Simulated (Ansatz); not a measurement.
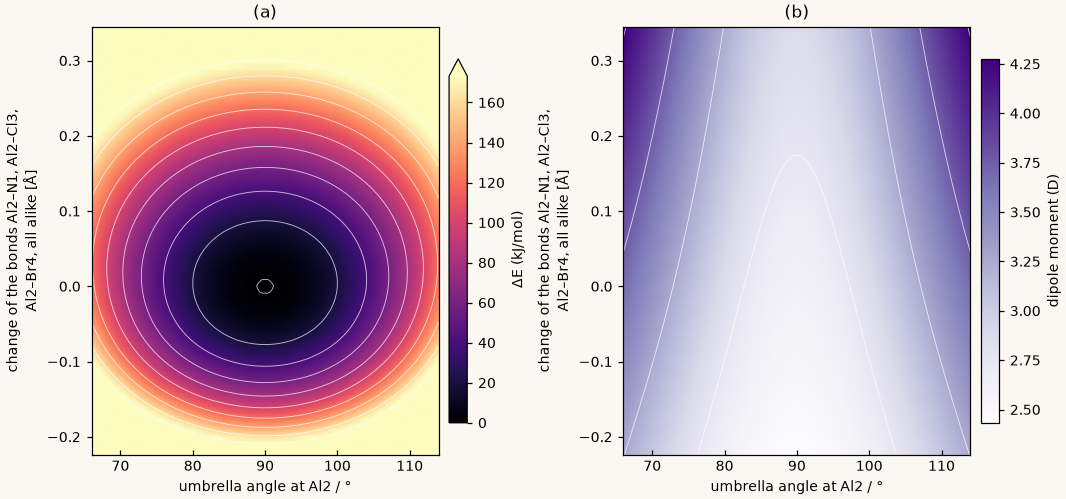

AlBrClH₂N, SMILES [NH2][Al]([Cl])[Br]. The first coordinate is: umbrella angle at Al2 (between each of its bonds and their common axis; 90 is planar); the second: change of the bonds Al2–N1, Al2–Cl3, Al2–Br4, all alike. Nothing is relaxed (all other coordinates rigid). Grid: 9 × 9 points; 45 points were computed and 36 follow by symmetry. Points are written as (first, second). All energies are given in kJ/mol relative to the lowest grid point. Theory: RKS r2SCAN-D4/def2-SVP in Ansatz.

Panel (a) is the energy; panel (b) is the computed dipole moment, in D.

The picture shows a smooth colour map with a few white contour lines, one colour for all values above the top of the scale. Between grid points the surface is interpolated.

How does the dipole moment vary over the map, and what is it at the lowest grid point?

Answer. Leaving out the highest fifth of the energies, it runs from 2.43 D at (90°, −0.224 Å) to 4.03 D at (66°, 0.203 Å). At the lowest grid point, (90°, −0.010 Å), it is 2.60 D.

```tsv
second ↓, first →	66	72	78	84	90	96	102	108	114
0.345	4.28	3.83	3.38	3.02	2.88	3.02	3.38	3.83	4.28
0.274	4.15	3.72	3.29	2.96	2.83	2.96	3.29	3.72	4.15
0.203	4.03	3.62	3.21	2.89	2.77	2.89	3.21	3.62	4.03
0.132	3.90	3.51	3.12	2.83	2.72	2.83	3.12	3.51	3.90
0.061	3.78	3.40	3.04	2.76	2.66	2.76	3.04	3.40	3.78
−0.010	3.65	3.29	2.95	2.70	2.60	2.70	2.95	3.29	3.65
−0.081	3.52	3.17	2.86	2.63	2.55	2.63	2.86	3.17	3.52
−0.152	3.39	3.06	2.77	2.56	2.49	2.56	2.77	3.06	3.39
−0.224	3.26	2.94	2.68	2.50	2.43	2.50	2.68	2.94	3.26
```
